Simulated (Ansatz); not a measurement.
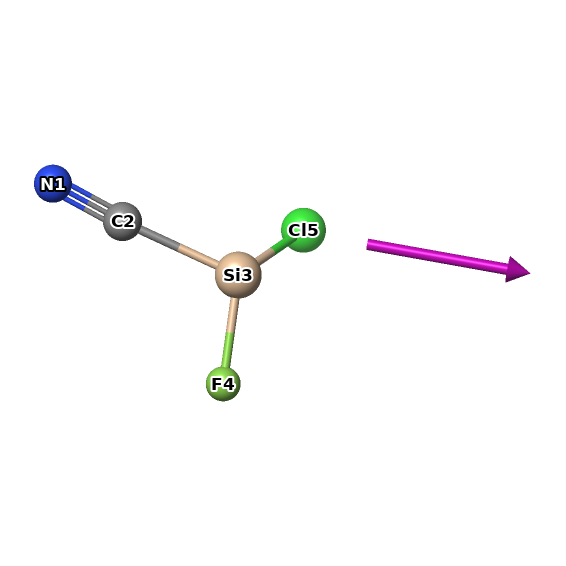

The arrow beside the molecule shows the direction of the dipole moment, from the negative to the positive end (its length means nothing). Charge 0, doublet. The geometry was computed by an optimisation with PBE0-D4/def2-TZVP. Method: UKS B3LYP-D4/def2-TZVPP (Ansatz 0.2.0).

**How large is the dipole moment?**

2.57 D; it points from the side of N1 to the side of Cl5 (the outermost atoms at the two ends).
